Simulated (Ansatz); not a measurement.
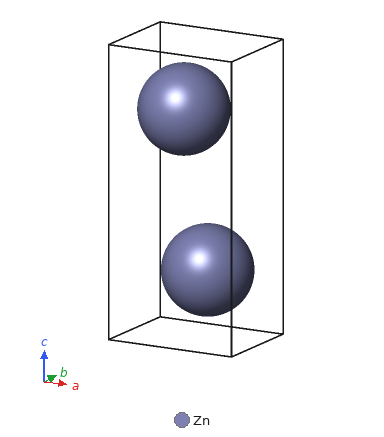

A spheres-only rendering, viewed slightly off an axis. The frame is the conventional unit cell; atoms at its boundary are shown with their periodic copies.

> Give the number of atoms in the outlined cell.

2 (zinc), counting shared atoms by their share.

> Give the crystal system and centring.

Primitive hexagonal.

> Determine the space group.

P6_3/mmc (No. 194), with Zn on 2d.

> Which prototype does it follow?

Hexagonal close-packed (Mg type).

Its origin is the standard structure of this element. The geometry comes from a coarse first relaxation with Ansatz, DFT PBE, scalar-relativistic, plane waves, PAW.
